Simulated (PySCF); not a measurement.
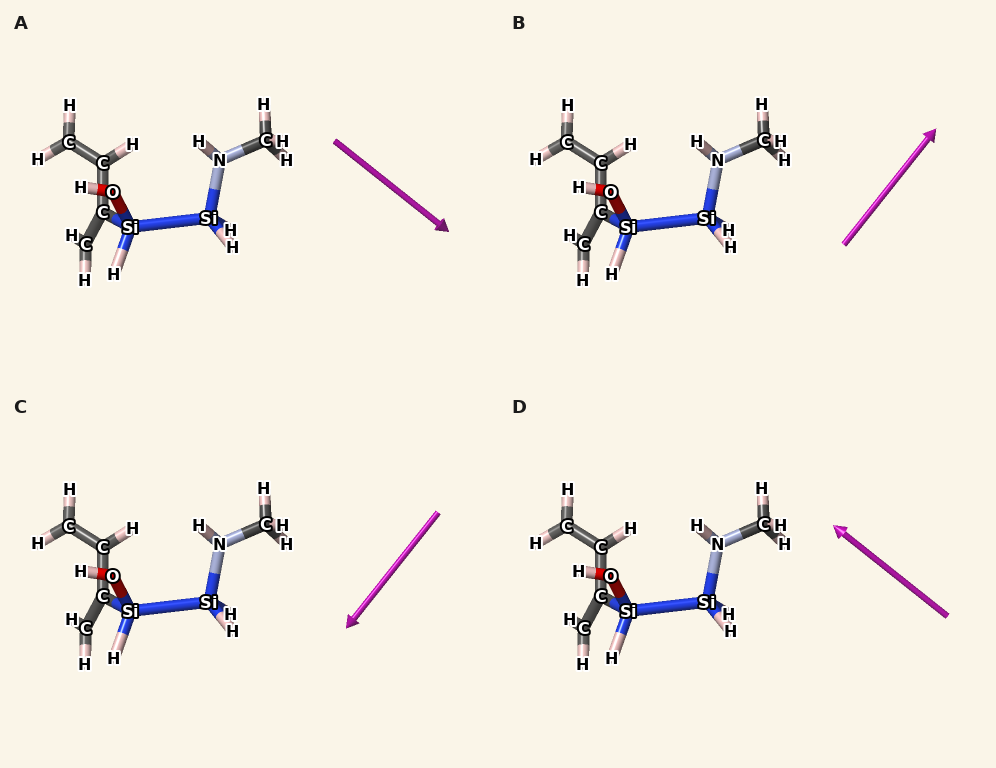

The same molecule four times, each with an arrow. The geometry was computed by an optimisation with GFN2-xTB. No frequency run is at hand to confirm it as a minimum. Level of theory: PBE0/pcSseg-1, gas phase (PySCF 2.14.0).

> Which arrow points along the dipole moment, from the negative to the positive end?

D. The dipole moment is 1.24 D.

The geometry is semi-empirical. Around Si such bond lengths and angles can be off by a tenth of an ångström or more and by several degrees, and values that hang on the shape move with them.
